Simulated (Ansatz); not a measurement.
Geometry relaxation, with input and output: BNH4TeO (part 2 of 2)

Continued. System: BNH4TeO, SMILES NB(O)[TeH]. Method: RKS LDA/def2-SVP (Ansatz 0.2.0). It belongs to a series of runs on one base structure; here: end point A relaxed.

Geometry of the input (Å):
```
N  -0.1740  1.3113  0.0016
B  0.3165  -0.0658  0.0433
O  1.7046  -0.3100  -0.2160
Te -0.9632  -1.7458  0.4752
H  -0.9795  1.3579  -0.7453
H  -0.6706  1.5627  0.9125
H  2.1860  -0.2550  0.6962
H  -1.3277  -1.9124  -1.2233
```

Trajectory as extended XYZ, continued:
```
8
Properties=species:S:1:pos:R:3:forces:R:3 step=6 energy=-11525.19863
N    -0.1962    1.1608    0.2199   -0.5216   0.3604  -1.3802
B     0.3173   -0.1674    0.1843    0.3432  -0.0945   0.2569
O     1.6203   -0.4817    0.0150    0.4734   0.4360   0.2451
Te   -1.0028   -1.9347    0.5160    0.0079  -0.0181  -0.1873
H    -0.2104    1.6296   -0.7382    0.3519  -0.2976   1.3843
H    -1.1515    1.2188    0.6098    0.1789  -0.0531  -0.2030
H     2.2742    0.2461    0.2049   -0.7478  -0.3697  -0.3425
H    -1.5588   -1.7286   -1.0674   -0.0859   0.0365   0.2267
8
Properties=species:S:1:pos:R:3:forces:R:3 step=7 energy=-11525.38015
N    -0.2235    1.1109    0.2184   -0.2930   0.2086  -1.3330
B     0.3370   -0.1997    0.2085   -0.3057   0.1593   0.2548
O     1.6454   -0.4721    0.0778    0.8108   0.5744  -0.0735
Te   -0.9648   -1.9829    0.5028    0.0369   0.0552  -0.1583
H    -0.0441    1.6896   -0.6561   -0.0470  -0.4480   1.3285
H    -1.2256    1.1525    0.4811    0.4189   0.0092  -0.2374
H     2.2393    0.3285    0.1180   -0.6076  -0.5972  -0.0394
H    -1.6716   -1.6840   -1.0063   -0.0133   0.0386   0.2582
8
Properties=species:S:1:pos:R:3:forces:R:3 step=8 energy=-11525.48499
N    -0.2560    1.0259    0.1714   -0.0917   0.4880  -1.1337
B     0.3766   -0.2404    0.1905   -0.2439   0.3261   0.2619
O     1.7015   -0.4535    0.0971    0.6261   0.4560  -0.0635
Te   -0.9312   -1.9643    0.4942   -0.1280  -0.3704  -0.1572
H    -0.0174    1.6899   -0.6103   -0.0573  -0.3804   0.9836
H    -1.2673    1.0362    0.3773    0.3135   0.0145  -0.1390
H     2.2445    0.3760    0.1421   -0.4269  -0.5143  -0.0325
H    -1.7586   -1.5270   -0.9181    0.0082  -0.0196   0.2803
8
Properties=species:S:1:pos:R:3:forces:R:3 step=9 energy=-11525.60180
N    -0.2780    0.9928    0.1114    0.2165   0.5921  -1.0462
B     0.3765   -0.2599    0.1611   -0.1579   0.2038   0.2408
O     1.7164   -0.4372    0.1163    0.1677   0.1514  -0.0423
Te   -0.8511   -2.0679    0.4560   -0.1966   0.2464  -0.4730
H     0.0985    1.7814   -0.4927   -0.4721  -0.9193   0.9541
H    -1.3041    1.0047    0.2127    0.3458   0.1128  -0.0818
H     2.2171    0.4058    0.1573   -0.0981  -0.1671   0.0001
H    -1.8831   -1.4768   -0.7780    0.1947  -0.2200   0.4483
8
Properties=species:S:1:pos:R:3:forces:R:3 step=10 energy=-11525.67320
N    -0.2712    0.9439    0.0166   -1.0114   1.0708  -0.2573
B     0.3475   -0.2924    0.1389    0.2569  -0.0727   0.0105
O     1.6965   -0.3831    0.1319    0.4523  -0.3629   0.0281
Te   -0.7723   -2.1503    0.3421   -0.1412   0.0032  -0.1191
H     0.2408    1.7476   -0.3859   -0.2135  -0.2370   0.2639
H    -1.2825    1.1302    0.1439    0.6108  -0.2402  -0.1323
H     2.1421    0.4852    0.1920   -0.0555  -0.0979   0.0225
H    -2.0087   -1.5382   -0.6354    0.1017  -0.0632   0.1838
8
Properties=species:S:1:pos:R:3:forces:R:3 step=11 energy=-11525.73435
N    -0.2913    0.9914   -0.0496   -0.0514   0.2197  -0.0450
B     0.3646   -0.2306    0.0902   -0.3524  -0.3400  -0.0783
O     1.6946   -0.4370    0.1586    0.5765   0.3164   0.0727
Te   -0.6793   -2.1274    0.2413   -0.2967  -0.2199  -0.0369
H     0.2021    1.8639   -0.2593   -0.0630   0.0408   0.0335
H    -1.3094    1.0728   -0.0139    0.0807   0.0230  -0.0262
H     2.2166    0.3855    0.2415    0.0336  -0.0653  -0.0057
H    -2.1058   -1.5756   -0.4646    0.0726   0.0254   0.0859
8
Properties=species:S:1:pos:R:3:forces:R:3 step=12 energy=-11525.76488
N    -0.2987    0.9615   -0.0917   -0.0101   0.0384  -0.0134
B     0.3746   -0.2554    0.0641   -0.0997  -0.0407   0.0090
O     1.7116   -0.4045    0.2104    0.2735  -0.0430   0.0217
Te   -0.6724   -2.1712    0.1138    0.0778  -0.0664   0.0218
H     0.1902    1.8572   -0.1642   -0.0149   0.0426   0.0086
H    -1.3146    1.0346   -0.1534    0.0114  -0.0087  -0.0142
H     2.2448    0.4111    0.2532   -0.1104   0.0156  -0.0117
H    -2.1435   -1.4904   -0.2878   -0.1276   0.0623  -0.0218
8
Properties=species:S:1:pos:R:3:forces:R:3 step=13 energy=-11525.76845
N    -0.2798    0.9500   -0.1001   -0.1525  -0.0020  -0.0062
B     0.3897   -0.2701    0.0647    0.2134   0.0586  -0.0216
O     1.7352   -0.4102    0.2243   -0.1607   0.0128   0.0097
Te   -0.6807   -2.1707    0.0764    0.0154  -0.0635   0.0058
H     0.1691    1.8699   -0.1250    0.0640  -0.0553   0.0076
H    -1.2941    0.9911   -0.2091    0.0036   0.0251   0.0033
H     2.2179    0.4367    0.2471    0.0276  -0.0031  -0.0012
H    -2.1652   -1.4538   -0.2342   -0.0107   0.0274   0.0026
8
Properties=species:S:1:pos:R:3:forces:R:3 step=14 energy=-11525.77097
N    -0.2886    0.9463   -0.1046    0.0235  -0.0336   0.0041
B     0.3896   -0.2701    0.0585   -0.0657   0.0183   0.0002
O     1.7285   -0.4037    0.2328    0.0540   0.0076   0.0007
Te   -0.6755   -2.1787    0.0578    0.0178  -0.0016   0.0016
H     0.1801    1.8559   -0.1199    0.0059   0.0086   0.0037
H    -1.3005    1.0008   -0.2187   -0.0221   0.0081  -0.0091
H     2.2196    0.4389    0.2502   -0.0030  -0.0127  -0.0003
H    -2.1612   -1.4466   -0.2118   -0.0105   0.0054  -0.0009
8
Properties=species:S:1:pos:R:3:forces:R:3 step=15 energy=-11525.77112
N    -0.2890    0.9469   -0.1051   -0.0037   0.0069  -0.0011
B     0.3876   -0.2695    0.0587    0.0099  -0.0068  -0.0012
O     1.7279   -0.4035    0.2338   -0.0112  -0.0053   0.0041
Te   -0.6730   -2.1795    0.0538   -0.0010  -0.0005  -0.0026
H     0.1812    1.8561   -0.1091    0.0006   0.0003  -0.0011
H    -1.2997    1.0045   -0.2326    0.0012  -0.0007   0.0017
H     2.2204    0.4378    0.2477    0.0029   0.0063  -0.0017
H    -2.1632   -1.4498   -0.2030    0.0014  -0.0002   0.0019
```

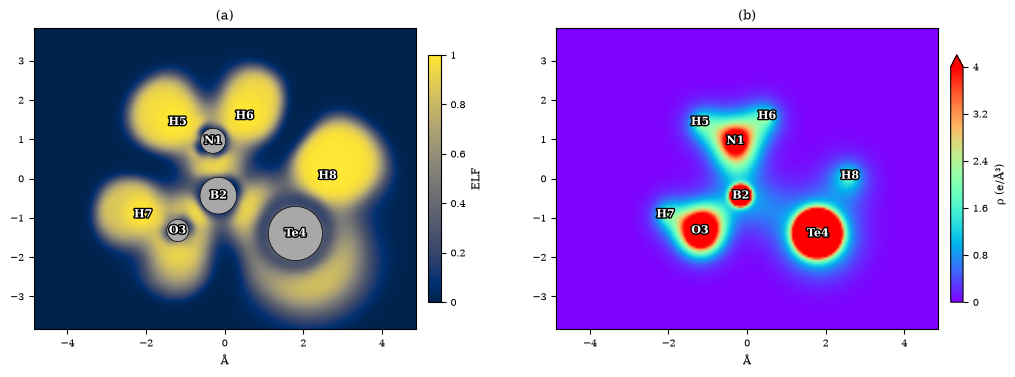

**Figure 1.** (a) electron localisation function; (b) total electron density on the molecular plane. Grey discs, where drawn, cover atomic cores. The section cuts through N, B, O, Te and H sites. B–O (1.36 Å): ρ at the midpoint is about 2.1 e/Å³; the ELF peaks at about 0.95 between the atoms, which marks a shared but strongly polarised pair.

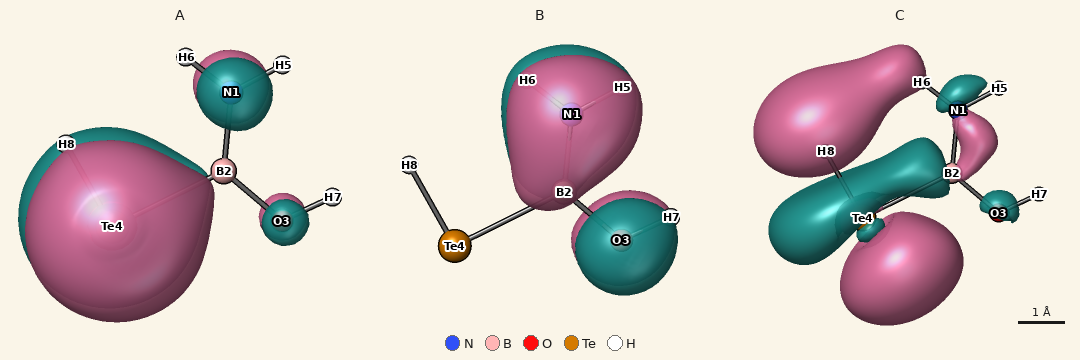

**Figure 2.** Three frontier orbitals at ±0.08 Å⁻³ᐟ² (teal and pink are the two phases). B is the HOMO−1 (−6.69 eV). A is the HOMO (−4.92 eV). By Hirshfeld shares it lies mainly on Te4 (85 %); it changes sign across the molecular plane (π type). C is the LUMO (−0.92 eV). By Hirshfeld shares it lies mainly on Te4 (55 %) and H8 (30 %); it is symmetric in the molecular plane (σ or in-plane lone-pair type). The HOMO–LUMO gap is 4.00 eV between the orbital energies.

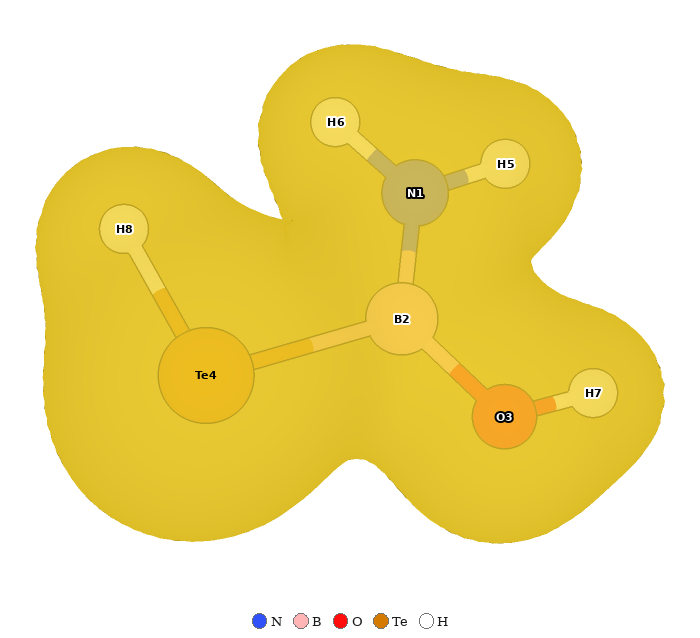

**Figure 3.** Isosurface of the total electron density at 0.1 e/Å³ (yellow), seen at a tilt. At this value the surface is in one piece. On the grid the lowest density along these lines, outside the cores, is 1.5 e/Å³ (B–O, 1.36 Å), 1.5 e/Å³ (B–N, 1.40 Å), 0.71 e/Å³ (B–Te, 2.18 Å) and 2.2 e/Å³ (O–H, 0.97 Å).
